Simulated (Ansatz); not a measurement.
# TiO₂ (singlet): wave-function methods side by side at a displaced geometry (v1), def2-SVP

How much of the correlation energy of TiO₂ (singlet) does each wave-function method recover here?

Program: Ansatz 0.2.0, Gaussian basis. Level of theory: def2-SVP, core rule «outside noble gas», up to 11 orbitals frozen. These are calculated values, not measurements.

To be run: UHF; CCSD(T) on RHF; CISD; CCSDT(Q) on RHF; CASSCF and MRCISD+Q, 8 electrons in 8 orbitals; CASSCF and NEVPT2, 8 electrons in 8 orbitals.

11 further runs of the same task are left out: 4 that didn't finish, 7 set aside as unsound or not needed. Runs told in other sessions of the task aren't counted.

## 1. The system

The geometry is a PBE0/def2-TZVP stationary point (not a proven minimum) with its atoms shifted at random (size 0.040 Å).

3 atoms, charge 0, spin multiplicity 1.

Atoms are counted from 1 here; the program's logs count them from 0.

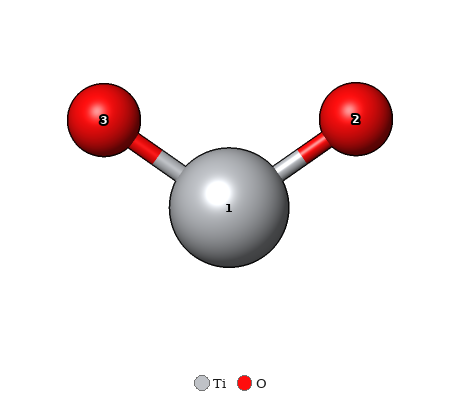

The geometry (titanium light grey, oxygen red); atoms are numbered from 1 in the order of the file.

As a file:

```
Ti   -0.00928   -0.37116    0.01300
O    -0.01011    0.52556   -1.34573
O     0.03786    0.58487    1.30682
```

In the tables R marks a restricted determinant and U an unrestricted one; 'frontier' is the active space of 8 electrons in 8 orbitals; energies count from the table's Hartree-Fock row.

## 2. UHF

Contents of in.yaml:

```yaml
crystal:
  periodic: [false, false, false]
  atoms:
    - {symbol: Ti, position_ang: [-0.009275, -0.371158, 0.013005]}
    - {symbol: O, position_ang: [-0.010108, 0.525560, -1.345729]}
    - {symbol: O, position_ang: [0.037856, 0.584870, 1.306820]}
basis:
  gaussian: {orbitals: def2-SVP}
magnetization: {spin_polarized: true, initial_magnetization: 0}
hamiltonian: {xc: hf}
output: {orbitals: {seedname: orbitals}}
```

On the command line:

```
$ ansatz run in.yaml --threads 1 --pin off --events-out ev --progress --plain --max-ram 2393MiB
```

What it wrote, cut to the lines that bear on the results:

```text
Functional definition: HF
  name "HF"
  cite "Fock, Z. Phys. 61, 126 (1930) doi:10.1007/BF01340294"
  parent pbe
[...]
606 factors; integrals over basis functions are off by at most 1.1e-3 eV
[...]
mean field -27153.16661052 eV, -997.8604678593 hartree, gradient 2.5e-5 eV, S^2 0.000000; 7 other end points of the search recorded, 0 dependent functions left out
reference -27153.16661052 eV, -997.8604678593 hartree; 19, 19 occupied and 40, 40 virtual orbitals, 606 factors
Total energy: -27153.16661052 eV, -997.8604678593 hartree
```

Wall time 7 s (1 thread of Arm Neoverse V1, shared host).

From the report: ⟨S²⟩ of the determinant 0.000 (pure singlet: 0.00).

The unrestricted search falls back on the restricted solution.

## 3. CCSD(T) on RHF

Changes to in.yaml since step 2:

```diff
@@ -8,4 +8,3 @@
   gaussian: {orbitals: def2-SVP}
-magnetization: {spin_polarized: true, initial_magnetization: 0}
-hamiltonian: {xc: hf}
-output: {orbitals: {seedname: orbitals}}
+magnetization: {spin_polarized: false}
+correlation: {method: ccsd_t, electrons: outside_noble_gas}
```

The command is unchanged.

What it wrote, cut to the lines that bear on the results:

```text
Functional definition: HF
  name "HF"
  cite "Fock, Z. Phys. 61, 126 (1930) doi:10.1007/BF01340294"
  parent pbe
[...]
606 factors; integrals over basis functions are off by at most 1.1e-3 eV
[...]
mean field -27153.16661052 eV, -997.8604678593 hartree, gradient 2.2e-6 eV, S^2 0.000000; 0 other end points of the search recorded, 0 dependent functions left out
11 core orbitals not correlated: weight in the atoms' cores, before any rotation towards them, 0.978 or more for the frozen orbitals, at most 0.017 for the correlated occupied ones
reference -27153.16661052 eV, -997.8604678593 hartree; 8, 8 occupied and 40, 40 virtual orbitals, 606 factors
second order -15.82278274 eV of doubles, -0.00000000 eV of singles
cycle   1  -12.35859632 eV  change     3.5e0 eV  update   3.4e-1
[...]
cycle  17  -14.25226447 eV  change    1.1e-8 eV  update   3.7e-6
perturbative correction -1.18839749 eV, -0.0436728021 hartree
Total energy: -27168.60727247 eV, -998.4279017200 hartree
```

Run time: 3 s. Hardware: 1 thread of Arm Neoverse V1, shared host.

From the report: correlation -15.4407 eV; T1 0.045; largest double amplitude 0.06.

## 4. CISD

Changes to in.yaml since step 3:

```diff
@@ -8,3 +8,2 @@
   gaussian: {orbitals: def2-SVP}
-magnetization: {spin_polarized: false}
-correlation: {method: ccsd_t, electrons: outside_noble_gas}
+correlation: {active_space: {ras: {orbitals: [8, 0, 40], electrons: 16, max_holes: 2, max_particles: 2}, fixed_orbitals: true}}
```

The command is unchanged.

What it wrote:

```text
Functional definition: HF
  name "HF"
  cite "Fock, Z. Phys. 61, 126 (1930) doi:10.1007/BF01340294"
  parent pbe
  exchange = exact_x
  correlation = 0
606 factors; integrals over basis functions are off by at most 1.1e-3 eV
mean field evaluation 1: about -27136.0977 eV, gradient 8.6e1 eV
mean field evaluation 2: about -27136.2471 eV, gradient 8.6e1 eV
mean field evaluation 4: about -27152.3220 eV, gradient 2.1e1 eV
mean field evaluation 8: about -27153.1552 eV, gradient 1.2e0 eV
mean field evaluation 16: about -27153.1666 eV, gradient 3.1e-5 eV
mean field evaluation 32: about -27135.9784 eV, gradient 4.6e1 eV
mean field evaluation 64: about -27153.1662 eV, gradient 1.9e-1 eV
mean field -27153.16661052 eV, -997.8604678593 hartree, gradient 2.2e-6 eV, S^2 0.000000; 0 other end points of the search recorded, 0 dependent functions left out
reference -27153.16661052 eV, -997.8604678593 hartree; 19, 19 occupied and 40, 40 virtual orbitals, 606 factors
state -27165.81306464 eV, -998.3252164762 hartree
Total energy: -27165.81306464 eV, -998.3252164762 hartree
```

Wall time 3.1 s (1 thread of Arm Neoverse V1, shared host).

From the report: 74,769 determinants.

## 5. CCSDT(Q) on RHF

Changes to in.yaml since step 4:

```diff
@@ -8,2 +8,3 @@
   gaussian: {orbitals: def2-SVP}
-correlation: {active_space: {ras: {orbitals: [8, 0, 40], electrons: 16, max_holes: 2, max_particles: 2}, fixed_orbitals: true}}
+magnetization: {spin_polarized: false}
+correlation: {method: ccsdt_q, electrons: outside_noble_gas}
```

Same command.

What it wrote, cut to the lines that bear on the results:

```text
Functional definition: HF
  name "HF"
  cite "Fock, Z. Phys. 61, 126 (1930) doi:10.1007/BF01340294"
  parent pbe
[...]
1094 factors; integrals over basis functions are off by at most 1.7e-7 eV
[...]
mean field -27153.16675906 eV, -997.8604733179 hartree, gradient 2.1e-6 eV, S^2 0.000000; 0 other end points of the search recorded, 0 dependent functions left out
11 core orbitals not correlated: weight in the atoms' cores, before any rotation towards them, 0.978 or more for the frozen orbitals, at most 0.017 for the correlated occupied ones
reference -27153.16675906 eV, -997.8604733179 hartree; 8, 8 occupied and 40, 40 virtual orbitals, 1094 factors
second order -15.82283126 eV of doubles, -0.00000000 eV of singles
cycle   1  -12.35861005 eV  change     3.5e0 eV  update   3.8e-1
[...]
cycle  24  -15.45007194 eV  change   -1.8e-6 eV  update   1.3e-6
perturbative correction -0.08368888 eV, -0.0030755094 hartree
Total energy: -27168.70051988 eV, -998.4313284989 hartree
```

Run time: 45 s. Hardware: 1 thread of Arm Neoverse V1, shared host; peak memory 0.45 GiB.

From the report: correlation -15.5338 eV; T1 0.044; largest double amplitude 0.07.

## 6. CASSCF and MRCISD+Q, 8 electrons in 8 orbitals

Changes to in.yaml since step 5:

```diff
@@ -8,3 +8,2 @@
   gaussian: {orbitals: def2-SVP}
-magnetization: {spin_polarized: false}
-correlation: {method: ccsdt_q, electrons: outside_noble_gas}
+correlation: {method: fic_mrcisd_q, electrons: outside_noble_gas, active_space: {window: {electrons: 8, orbitals: 8}}}
```

Same command.

What it wrote, cut to the lines that bear on the results:

```text
Functional definition: HF
  name "HF"
  cite "Fock, Z. Phys. 61, 126 (1930) doi:10.1007/BF01340294"
  parent pbe
[...]
606 factors; integrals over basis functions are off by at most 1.1e-3 eV
[...]
mean field -27153.16661052 eV, -997.8604678593 hartree, gradient 2.2e-6 eV, S^2 0.000000; 0 other end points of the search recorded, 0 dependent functions left out
reference -27153.16661052 eV, -997.8604678593 hartree; 19, 19 occupied and 40, 40 virtual orbitals, 606 factors
state -27158.02171754 eV, -998.0388897513 hartree
contracted CI cycle   1: correlation 0.00000000 eV, 0.0000000000 hartree, residual 3.32e1 eV
contracted CI cycle   2: correlation -8.88454266 eV, -0.3265009207 hartree, residual 6.26e0 eV
contracted CI cycle   3: correlation -9.32544407 eV, -0.3427037485 hartree, residual 1.91e0 eV
[...]
contracted CI cycle   4: correlation -9.26449098 eV, -0.3404637637 hartree, residual 7.80e-1 eV
contracted CI cycle   5: correlation -9.27450948 eV, -0.3408319370 hartree, residual 3.11e-1 eV
contracted CI cycle   6: correlation -9.27593488 eV, -0.3408843194 hartree, residual 1.39e-1 eV
contracted CI cycle   7: correlation -9.27624457 eV, -0.3408957003 hartree, residual 7.01e-2 eV
contracted CI cycle   8: correlation -9.27632310 eV, -0.3408985863 hartree, residual 2.99e-2 eV
contracted CI cycle   9: correlation -9.27633458 eV, -0.3408990080 hartree, residual 1.28e-2 eV
contracted CI cycle  10: correlation -9.27633653 eV, -0.3408990799 hartree, residual 5.11e-3 eV
contracted CI cycle  11: correlation -9.27633683 eV, -0.3408990907 hartree, residual 1.79e-3 eV
state -27157.88656393 eV, -998.0339229479 hartree; corrected -27168.20681635 eV, -998.4131852290 hartree
state -27158.02171754 eV, -998.0388897513 hartree; corrected -27168.43874340 eV, -998.4217083908 hartree
[...]
Total energy: -27168.43874340 eV, -998.4217083908 hartree
```

Run time: 37 s. Hardware: 1 thread of Arm Neoverse V1, shared host; peak memory 0.27 GiB.

From the report: 2,468 determinants; active occupations 1.94, 1.94, 1.93, 1.93, 0.08, 0.07, 0.06, 0.06.

## 7. CASSCF and NEVPT2, 8 electrons in 8 orbitals

Changes to in.yaml since step 6:

```diff
@@ -8,2 +8,2 @@
   gaussian: {orbitals: def2-SVP}
-correlation: {method: fic_mrcisd_q, electrons: outside_noble_gas, active_space: {window: {electrons: 8, orbitals: 8}}}
+correlation: {method: sc_nevpt2, electrons: outside_noble_gas, active_space: {window: {electrons: 8, orbitals: 8}}}
```

Launched as before.

What it wrote, cut to the lines that bear on the results:

```text
Functional definition: HF
  name "HF"
  cite "Fock, Z. Phys. 61, 126 (1930) doi:10.1007/BF01340294"
  parent pbe
[...]
606 factors; integrals over basis functions are off by at most 1.1e-3 eV
[...]
mean field -27153.16661052 eV, -997.8604678593 hartree, gradient 2.2e-6 eV, S^2 0.000000; 0 other end points of the search recorded, 0 dependent functions left out
reference -27153.16661052 eV, -997.8604678593 hartree; 19, 19 occupied and 40, 40 virtual orbitals, 606 factors
state -27158.02171754 eV, -998.0388897513 hartree
state -27158.02171754 eV, -998.0388897513 hartree; corrected -27167.68844989 eV, -998.3941356129 hartree
state -27157.93100610 eV, -998.0355561674 hartree
state -27157.93100610 eV, -998.0355561674 hartree; corrected -27167.53889518 eV, -998.3886395788 hartree
state -27158.02171754 eV, -998.0388897513 hartree; corrected -27167.68844989 eV, -998.3941356129 hartree
state -27157.88656393 eV, -998.0339229479 hartree
state -27157.88656393 eV, -998.0339229479 hartree; corrected -27167.73704273 eV, -998.3959213667 hartree
state -27157.88656393 eV, -998.0339229479 hartree; corrected -27167.73704273 eV, -998.3959213667 hartree
the orbitals are reached from a further start. From the first start the search ends at -27157.92764217 eV, -998.0354325453 hartree
WARN: the results are in doubt because another end's mean lies 0.135 eV lower, and its corrected mean 0.049 eV higher
Total energy: -27167.73704273 eV, -998.3959213667 hartree
In doubt: another end's mean lies 0.135 eV lower, and its corrected mean 0.049 eV higher
```

Run time: 32 s. Hardware: 1 thread of Arm Neoverse V1, shared host.

From the report: 2,500 determinants; active occupations 1.99, 1.96, 1.95, 1.95, 0.05, 0.05, 0.04, 0.01. The program marks this result as in doubt; its last lines say why.

## 8. The ladder

No level here is safe as a reference; RCCSDT(Q) serves as a yardstick only. Rows without a time are mean-field rows or come out of runs for another level: lower rungs of the coupled-cluster runs, CASSCF and MRCISD of the multireference runs, or the Hartree-Fock search.

Differences are taken before rounding.

```
           method  energy from the lowest RHF (kJ/mol)  from RCCSDT(Q) (kJ/mol)  time
              RHF                                  0.0                  +1498.8      
             RMP2                              -1526.7                    -27.9      
            RCCSD                              -1375.1                   +123.7      
         RCCSD(T)                              -1489.8                     +9.0   3 s
           RCCSDT                              -1490.7                     +8.1      
        RCCSDT(Q)                              -1498.8                        0  45 s
  CASSCF frontier                               -468.4                  +1030.3      
  MRCISD frontier                              -1374.1                   +124.7      
MRCISD+Q frontier                              -1473.5                    +25.3  37 s
```

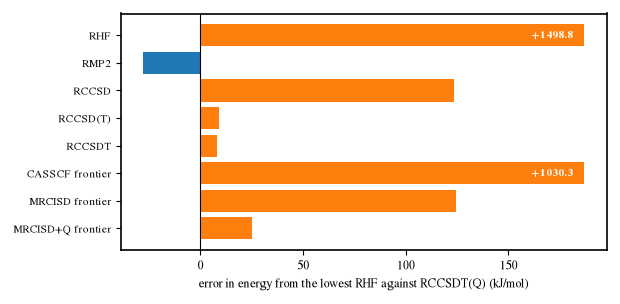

How far each level lands from RCCSDT(Q). Bars with a number in them are cut short.

Not comparable, so not listed: CISD; CASSCF and NEVPT2, 8 electrons in 8 orbitals (they don't share determinant, frozen orbitals or solution with the rows shown, or repeat one).

## 9. Outcome

| quantity | value |
| --- | --- |
| RCCSDT(Q) from the RHF energy | -15.5339 eV |
| RMP2 from RCCSDT(Q) | -27.9 kJ/mol |
| RCCSD from RCCSDT(Q) | +123.7 kJ/mol |
| RCCSD(T) from RCCSDT(Q) | +9.0 kJ/mol |
| MRCISD+Q frontier from RCCSDT(Q) | +25.3 kJ/mol |
| T1 diagnostic | 0.045 |

RCCSD(T) lands +9.0 kJ/mol from the yardstick (0.6 % of the correlation energy). Warnings: large T1 diagnostic.
